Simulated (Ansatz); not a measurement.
# The cluster B₃H₃−: the relaxed shape and its frontier levels

Aim: characterise the cluster B₃H₃− as a doublet: its structure, frontier levels and distribution of charge and spin.

Method: UKS PBE0-D4/def2-TZVPD; program: Ansatz 0.2.0, Gaussian basis.

The runs, in order: relaxation at r2SCAN-D4/def2-TZVPD; a search for the lowest solution at PBE0-D4/def2-SVP; a single point at PBE0-D4/def2-TZVPD.

## 1. Starting geometry

6 atoms, charge -1, spin multiplicity 2.

Atoms are counted from 1 here; the program's logs count them from 0.

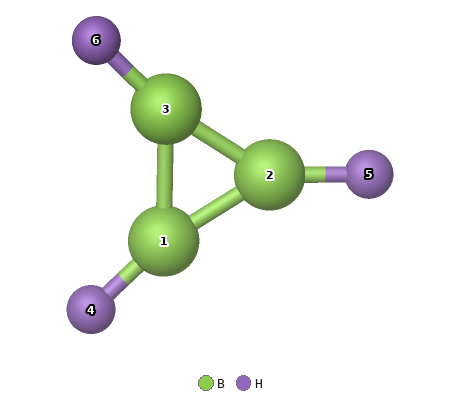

The starting geometry (boron green, hydrogen purple); atoms are numbered from 1 in the order of the file.

Geometry (Å):

```
B    -0.4222   -0.6435    0.4565
B     0.2047   -0.2625   -0.8904
B     0.2737    0.8292    0.1853
H    -0.9759   -1.1672    1.4219
H     0.4700   -0.5936   -2.0403
H     0.4497    1.8376    0.8670
```

The ion is computed in the gas phase, without counter-ions or solvent.

The start is a GFN2-xTB geometry.

## 2. Optimising with r2SCAN-D4/def2-TZVPD

in.yaml

```yaml
crystal:
  periodic: [false, false, false]
  atoms:
    - {symbol: B, position_ang: [-0.422220, -0.643510, 0.456520]}
    - {symbol: B, position_ang: [0.204750, -0.262450, -0.890450]}
    - {symbol: B, position_ang: [0.273660, 0.829210, 0.185280]}
    - {symbol: H, position_ang: [-0.975950, -1.167230, 1.421930]}
    - {symbol: H, position_ang: [0.470010, -0.593640, -2.040310]}
    - {symbol: H, position_ang: [0.449750, 1.837620, 0.867020]}
basis:
  gaussian: {orbitals: def2-TZVPD}
total_charge: -1
magnetization: {spin_polarized: true, initial_magnetization: 1}
hamiltonian: {xc: r2scan, dispersion: d4}
scf: {lower_state_search: "off"}
output: {orbitals: {seedname: orbitals}}
relax: {f_tol: 0.02, max_steps: 100}
```

Command:

```sh
> ansatz run in.yaml --threads 4 --pin off --events-out ev --progress --plain --max-ram 3916MiB
```

The program printed, cut to the lines that bear on the results:

```text
Functional definition: r2SCAN
  name "r2SCAN"
  cite "Furness, Kaplan, Ning, Perdew & Sun, J. Phys. Chem. Lett. 11, 8208 (2020) doi:10.1021/acs.jpclett.0c02405"
  cite "Furness, Kaplan, Ning, Perdew & Sun, J. Phys. Chem. Lett. 11, 9248 (2020) doi:10.1021/acs.jpclett.0c03077"
  parent r2scan
[...]
648 factors; their error is unknown
[...]
mean field -2074.90966934 eV, -76.2515239241 hartree, gradient 1.2e-6 eV, S^2 0.760164; 0 other end points of the search recorded, 0 dependent functions left out
[...]
reference -2074.90969223 eV, -76.2515247650 hartree; 10, 9 occupied and 128, 129 virtual orbitals, 648 factors
relax step   1: F+E_penalty+E_count = -2074.93100262 eV  Δ(F+E_penalty+E_count) = +0.000e0 eV  max|allowed force component| = 1.826e0 eV/Å  Δτ_max = 0.0000 Å  (19 SCF iters, accepted)
[...]
relax step   4: F+E_penalty+E_count = -2075.03817203 eV  Δ(F+E_penalty+E_count) = -4.587e-3 eV  max|allowed force component| = 5.017e-2 eV/Å  Δτ_max = 0.0411 Å  (22 SCF iters, accepted)
[...]
relax step   5: F+E_penalty+E_count = -2075.03867833 eV  Δ(F+E_penalty+E_count) = -5.063e-4 eV  max|allowed force component| = 6.951e-3 eV/Å  Δτ_max = 0.0209 Å  (24 SCF iters, accepted)
Total energy: -2075.03870232 eV, -76.2562657986 hartree
Atom 0 at    -0.431346    -0.691183     0.427126 Å, force    -0.002786    -0.002471    -0.000904 eV/Å
Atom 1 at     0.213485    -0.271704    -0.921060 Å, force    -0.006238     0.006951     0.000937 eV/Å
Atom 2 at     0.301053     0.856061     0.143243 Å, force     0.003069    -0.000444    -0.004189 eV/Å
Atom 3 at    -0.935781    -1.038556     1.456057 Å, force     0.001916    -0.001052     0.001039 eV/Å
Atom 4 at     0.470049    -0.597185    -2.049473 Å, force     0.003961    -0.002643     0.002178 eV/Å
Atom 5 at     0.382541     1.742567     0.944097 Å, force     0.000078    -0.000341     0.000940 eV/Å
Dipole moment:    -0.039134     0.050556     0.167962 e Å
Checks for a lower state left out: stability, starts, cluster_reference, orbital_swaps, neighbouring_geometries, increment
```

Wall time 7.5 s (4 threads of Arm Neoverse V1, shared host).

Relaxation path:

```
step  energy from step 1 (eV)  largest force component (eV/Å)
   1                   0.0000                          1.8257
   2                  -0.0684                          0.8987
   3                  -0.1026                          0.1053
   4                  -0.1072                          0.0502
   5                  -0.1077                          0.0070
```

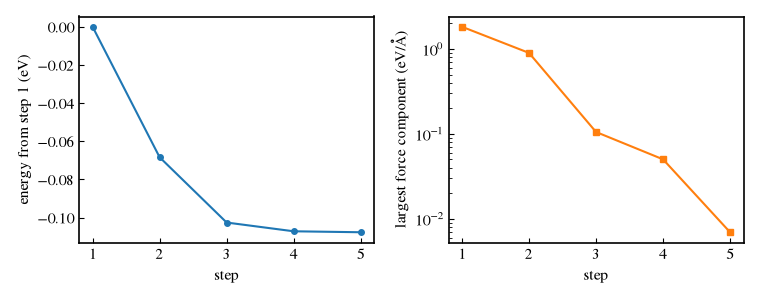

Energy and force, step by step.

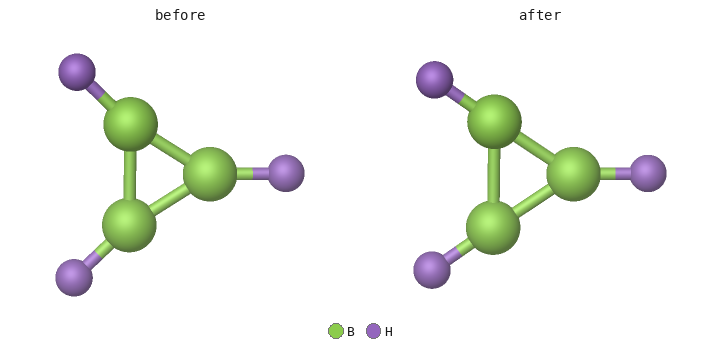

The geometry before (left) and after (right).

Distances of close pairs at the start and the end, largest changes first:

```
 bond  before (Å)  after (Å)  change (Å)
B1–B3       1.651      1.735      +0.084
B1–H4       1.230      1.197      -0.033
B3–H6       1.230      1.197      -0.032
B2–H5       1.226      1.202      -0.024
B2–B3       1.534      1.553      +0.019
B1–B2       1.534      1.552      +0.018
```

Bonds by kind at the end (by distance):

```
bond  count  shortest (Å)  longest (Å)
 B–B      3         1.552        1.735
 B–H      3         1.197        1.202
```

## 3. Searching for the lowest solution, PBE0-D4/def2-SVP

start.molden holds the orbitals of an earlier run on this state, given as this run's starting guess.

in.yaml

```yaml
crystal:
  periodic: [false, false, false]
  atoms:
    - {symbol: B, position_ang: [-0.431346, -0.691183, 0.427126]}
    - {symbol: B, position_ang: [0.213485, -0.271704, -0.921060]}
    - {symbol: B, position_ang: [0.301053, 0.856061, 0.143243]}
    - {symbol: H, position_ang: [-0.935781, -1.038556, 1.456057]}
    - {symbol: H, position_ang: [0.470049, -0.597185, -2.049473]}
    - {symbol: H, position_ang: [0.382541, 1.742567, 0.944097]}
basis:
  gaussian: {orbitals: def2-SVP, initial_orbitals: start.molden}
total_charge: -1
magnetization: {spin_polarized: true, initial_magnetization: 1}
hamiltonian: {xc: pbe0, dispersion: d4}
output: {orbitals: {seedname: orbitals}}
```

The command is unchanged.

The program printed:

```text
Functional definition: PBE0
  name "PBE0"
  cite "Adamo & Barone, J. Chem. Phys. 110, 6158 (1999) doi:10.1063/1.478522"
  cite "Perdew, Burke & Ernzerhof, Phys. Rev. Lett. 77, 3865 (1996) doi:10.1103/PhysRevLett.77.3865"
  parent pbe
  parameter a = 0.25
  parameter kappa = 0.804
  parameter beta = 0.06672455060314922
  exchange = (1 - a)*pbe_x(kappa = kappa, mu = beta*pi^2/3) + a*exact_x
  correlation = pbe_c(beta = beta)
636 factors; their error is unknown
mean field evaluation 1: about -2070.8913 eV, gradient 3.2e0 eV
mean field evaluation 2: about -2070.9712 eV, gradient 7.0e-2 eV
mean field evaluation 4: about -2070.9676 eV, gradient 1.5e-4 eV
mean field evaluation 8: about -2069.5736 eV, gradient 1.3e1 eV
mean field evaluation 16: about -2070.9676 eV, gradient 2.1e-2 eV
mean field -2070.96760706 eV, -76.1066558072 hartree, gradient 2.5e-5 eV, S^2 0.758945; 3 other end points of the search recorded, 0 dependent functions left out
reference -2070.96763053 eV, -76.1066566697 hartree; 10, 9 occupied and 47, 48 virtual orbitals, 636 factors
Total energy: -2071.04612888 eV, -76.1095414307 hartree
```

It took 0.8 s on 4 threads of Arm Neoverse V1, shared host.

HOMO 0.01 eV, LUMO 3.40 eV (over both spins); ⟨S²⟩ 0.759 (pure: 0.75). Doubts: highest occupied level lies above zero.

## 4. Single point, PBE0-D4/def2-TZVPD

Changes to in.yaml since step 3:

```diff
@@ -10,3 +10,3 @@
 basis:
-  gaussian: {orbitals: def2-SVP, initial_orbitals: start.molden}
+  gaussian: {orbitals: def2-TZVPD, initial_orbitals: start.molden}
 total_charge: -1
@@ -14,2 +14,3 @@
 hamiltonian: {xc: pbe0, dispersion: d4}
+scf: {omitted_lower_state_checks: [starts]}
 output: {orbitals: {seedname: orbitals}}
```

The command is unchanged.

The program printed:

```text
Functional definition: PBE0
  name "PBE0"
  cite "Adamo & Barone, J. Chem. Phys. 110, 6158 (1999) doi:10.1063/1.478522"
  cite "Perdew, Burke & Ernzerhof, Phys. Rev. Lett. 77, 3865 (1996) doi:10.1103/PhysRevLett.77.3865"
  parent pbe
  parameter a = 0.25
  parameter kappa = 0.804
  parameter beta = 0.06672455060314922
  exchange = (1 - a)*pbe_x(kappa = kappa, mu = beta*pi^2/3) + a*exact_x
  correlation = pbe_c(beta = beta)
these checks for a lower state are left out or cut short: starts
648 factors; their error is unknown
mean field evaluation 1: about -2072.0448 eV, gradient 3.9e1 eV
mean field evaluation 2: about -2073.3007 eV, gradient 1.3e0 eV
mean field evaluation 4: about -2073.3245 eV, gradient 1.5e-1 eV
mean field evaluation 8: about -2073.3246 eV, gradient 1.8e-5 eV
mean field -2073.32455005 eV, -76.1932718643 hartree, gradient 1.8e-5 eV, S^2 0.759041; 0 other end points of the search recorded, 0 dependent functions left out
reference -2073.32458861 eV, -76.1932732816 hartree; 10, 9 occupied and 128, 129 virtual orbitals, 648 factors
Total energy: -2073.40308696 eV, -76.1961580426 hartree
Checks for a lower state left out: starts
```

It took 1.6 s on 4 threads of Arm Neoverse V1, shared host.

HOMO -0.26 eV, LUMO 3.00 eV (over both spins); ⟨S²⟩ 0.759 (pure: 0.75).

Mulliken charges, from this run's orbitals:

```csv
atom,value (e)
B1,-0.20
B2,-0.53
B3,-0.20
H4,-0.01
H5,-0.05
H6,-0.01
```

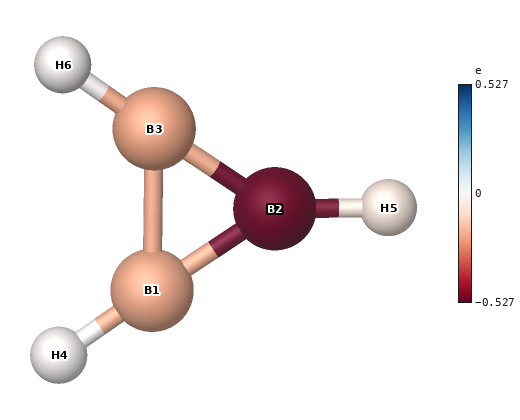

Mulliken charges, from this run's orbitals, as colours on the atoms.

Mulliken spin populations:

```csv
atom,value (e)
B1,0.44
B2,0.07
B3,0.44
H4,-0.01
H5,0.09
H6,-0.02
```

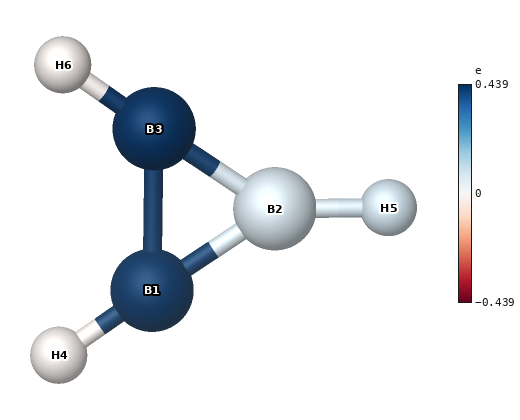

Mulliken spin populations, as colours on the atoms.

Largest Mayer bond orders: B1–B2 1.60; B2–B3 1.60; B1–B3 0.93; B2–H5 0.90; B1–H4 0.84; B3–H6 0.84.

## 5. What came out

```
                                          quantity                          value
                                       point group                            C2v
                    commonest bond, hydrogen aside  B–B, 3 of mean length 1.614 Å
HOMO, LUMO at PBE0-D4/def2-TZVPD (over both spins)                 -0.26, 3.00 eV
                                              ⟨S²⟩                          0.759
```

**Reading.** The molecule keeps its bonding pattern by the stored test; the atoms moved 0.09 Å (rms). No usable vibrations, so a minimum isn't proven. Whether this spin is the lowest isn't tested here.

The anion's highest level is positive in at least one run, so there the basis alone may hold the extra electron.
